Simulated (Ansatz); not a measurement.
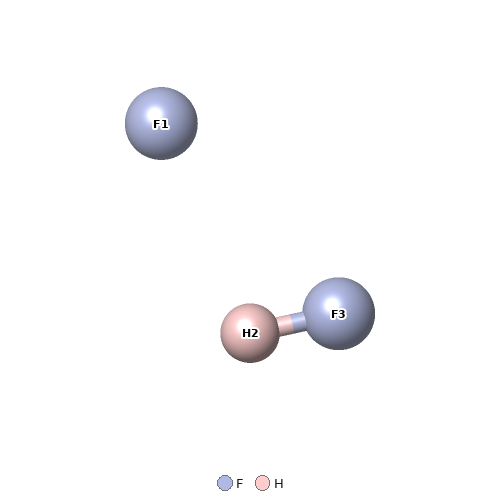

The system is F⁻ + HF; the picture shows the reference structure. 
- Coordinates scanned: (1) distance F1–H2; (2) distance H2–F3.
- Nothing is relaxed (the angle F1–H2–F3 is fixed at 100 degrees).
- Grid: 13 × 13 points; 91 points were computed and 78 follow by symmetry.
- Points are written as (first, second).
- All energies are given in kJ/mol relative to F with charge -1 far from the relaxed HF (each part in its own basis).
- The restricted reference is unstable at some or all points, so the energies there are unreliable.
- Level of theory: RHF-CCSD(T), frozen core/def2-TZVPD in Ansatz.

Its coordinates:

```xyz
3

F    -2.3060    0.0000    0.0000
H     0.0000    0.0000    0.0000
F     0.1603    0.9090    0.0000
```

Range: distance F1–H2 from 0.728 to 2.728 Å; distance H2–F3 from 0.728 to 2.728 Å.

### Predict the map.

The lowest grid point is at (0.923 Å, 2.306 Å), −30 kJ/mol from F with charge -1 far from the relaxed HF (each part in its own basis); the map holds 2 wells of about this depth. It is the only kind of minimum in the scanned range. The highest grid point, (0.728 Å, 0.728 Å), lies 2951 kJ/mol above the lowest.

```
distance H2–F3 ↓, distance F1–H2 →  0.728  0.807  0.923  1.058  1.207  1.369  1.540  1.720  1.909  2.104  2.306  2.514  2.728
                             2.728    165     32    −24     10     91    188    281    360    422    463    487    498    503
                             2.514    164     30    −28      5     84    179    269    346    406    448    476    492    498
                             2.306    164     29    −30      0     76    167    254    327    385    427    456    476    487
                             2.104    170     33    −29     −4     67    153    233    302    356    397    427    448    463
                             1.909    188     47    −22     −4     59    136    208    269    318    356    385    406    422
                             1.720    228     79      0      5     54    116    176    227    269    302    327    346    360
                             1.540    308    146     47     29     55     96    138    176    208    233    254    269    281
                             1.369    459    272    136     79     68     78     96    116    136    153    167    179    188
                             1.207    725    491    291    170    103     68     55     54     59     67     76     84     91
                             1.058   1136    831    533    316    170     79     29      5     −4     −4      0      5     10
                             0.923   1688   1297    874    533    291    136     47      0    −22    −29    −30    −28    −24
                             0.807   2342   1847   1297    831    491    272    146     79     47     33     29     30     32
                             0.728   2921   2342   1688   1136    725    459    308    228    188    170    164    164    165
```

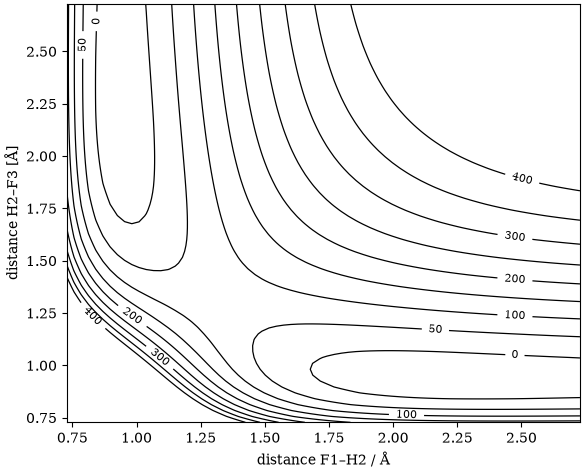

Drawn: contour lines labelled in kJ/mol (none above 400). Between grid points the surface is interpolated.

Each point was launched as `ansatz run input.yaml --threads 1 --pin off --max-ram 2560MiB --backend cpu --events-out ev --progress --plain --runs-dir out`. The whole map (91 points run) took 25 min on 1 thread of Arm Neoverse V2 (shared host).
